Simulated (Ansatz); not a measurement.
**HF/cc-pVTZ run of SiO2 (silicon dioxide molecule)**

Aim: the vertical ionisation energy of SiO2 (silicon dioxide molecule) at HF/cc-pVTZ, from 2 runs. 

Program for the calculation: Ansatz 0.2.0.

49 further runs of the same task are left out: 10 that didn't finish, 39 set aside as unsound or not needed.

## (1) The molecule

SiO2: 3 atoms, total charge 0, spin state singlet. As SMILES, `O=[Si]=O`. Geometry: relaxed at PBE0-D4/def2-TZVP.

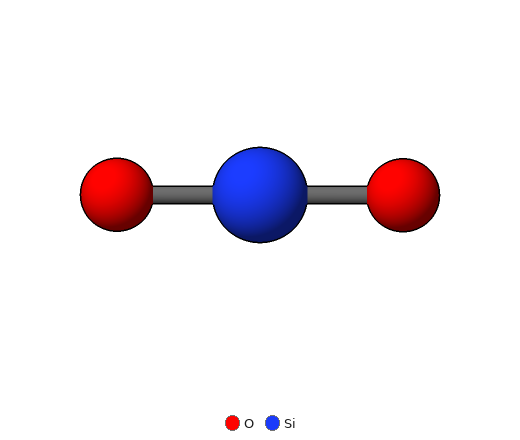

Viewed from a chosen angle; oxygen red, silicon blue.

## (2) A single-point energy at HF/cc-pVTZ

Contents of input.yaml:

```yaml
crystal:
  periodic: [false, false, false]
  atoms:
    - {symbol: O, position_ang: [0.697730, 1.229600, 0.518760]}
    - {symbol: Si, position_ang: [-0.000010, 0.000000, -0.000000]}
    - {symbol: O, position_ang: [-0.697730, -1.229610, -0.518760]}
basis:
  gaussian:
    orbitals: cc-pVTZ
hamiltonian:
  xc: hf
accuracy: high
output: {orbitals: {seedname: orbitals}}
```

On the command line:

```bash
$ ansatz run input.yaml --threads 1 --pin off --max-ram 3480MiB --events-out events.jsonl --progress --plain --runs-dir runs
```

Standard output:

```text
Warning: RAYON_NUM_THREADS=1 ignored (pool sized by the plan → 1); use --threads N
Functional definition: HF
  name "HF"
  exchange = exact_x
  correlation = 0
1409 factors; integrals over basis functions are off by at most 3.2e-9 eV
mean field evaluation 1: about -11932.8051 eV, gradient 5.4e1 eV
mean field evaluation 2: about -11932.8189 eV, gradient 5.4e1 eV
mean field evaluation 4: about -11938.1257 eV, gradient 2.1e0 eV
mean field evaluation 8: about -11938.1544 eV, gradient 2.7e-1 eV
mean field evaluation 16: about -11938.1551 eV, gradient 1.3e-8 eV
mean field -11938.15514385 eV, -438.7191095643 hartree, gradient 1.3e-8 eV, S^2 0.000000; 0 other end points of the search recorded, 0 dependent functions left out
reference -11938.15514385 eV, -438.7191095643 hartree; 15, 15 occupied and 79, 79 virtual orbitals, 1409 factors
Total energy: -11938.15514385 eV, -438.7191095643 hartree
```

Wall time 1.6 s (1 thread of Arm Neoverse V1, shared host); peak memory 0.18 GiB.

## (3) The doublet cation, same level

Changes to input.yaml since step 2:

```diff
@@ -1 +1,3 @@
+basis:
+  gaussian: {orbitals: cc-pVTZ}
 crystal:
@@ -6,7 +8,5 @@
     - {symbol: O, position_ang: [-0.697730, -1.229610, -0.518760]}
-basis:
-  gaussian:
-    orbitals: cc-pVTZ
-hamiltonian:
-  xc: hf
+total_charge: 1
+magnetization: {spin_polarized: true, initial_magnetization: 1}
+hamiltonian: {xc: hf}
 accuracy: high
```

On the command line:

```bash
$ ansatz run input.yaml --threads 1 --pin off --max-ram 3480MiB --events-out events.jsonl --progress --plain --runs-dir runs
```

Standard output, shortened:

```text
Warning: RAYON_NUM_THREADS=1 ignored (pool sized by the plan → 1); use --threads N
[... 2 set-up lines as earlier in the session ...]
[...]
1409 factors; integrals over basis functions are off by at most 3.2e-9 eV
[...]
mean field -11926.91069436 eV, -438.3058836672 hartree, gradient 7.4e-8 eV, S^2 0.775075; 7 other end points of the search recorded, 0 dependent functions left out
reference -11926.91069436 eV, -438.3058836672 hartree; 15, 14 occupied and 79, 80 virtual orbitals, 1409 factors
Total energy: -11926.91069436 eV, -438.3058836672 hartree
```

It took 35 s on 1 thread of Arm Neoverse V1, shared host; peak memory 0.25 GiB.

## (4) Results

At HF/cc-pVTZ:

```
                                          quantity          value
                        singlet SiO2: total energy  -438.71911 Eh
                         singlet SiO2: HOMO energy      -13.79 eV
                         singlet SiO2: LUMO energy        0.20 eV
                       singlet SiO2: HOMO–LUMO gap       14.00 eV
                      doublet cation: total energy  -438.30588 Eh
doublet cation: HOMO energy (highest over α and β)      -20.32 eV
 doublet cation: LUMO energy (lowest over α and β)       -9.48 eV
                              doublet cation: ⟨S²⟩          0.775
vertical ionisation energy (to the doublet cation)      11.244 eV
```

What this shows: The vertical ionisation energy comes to 11.24 eV (259 kcal/mol). −ε(HOMO) before ionisation, 13.79 eV, is 2.55 eV above this ionisation energy.
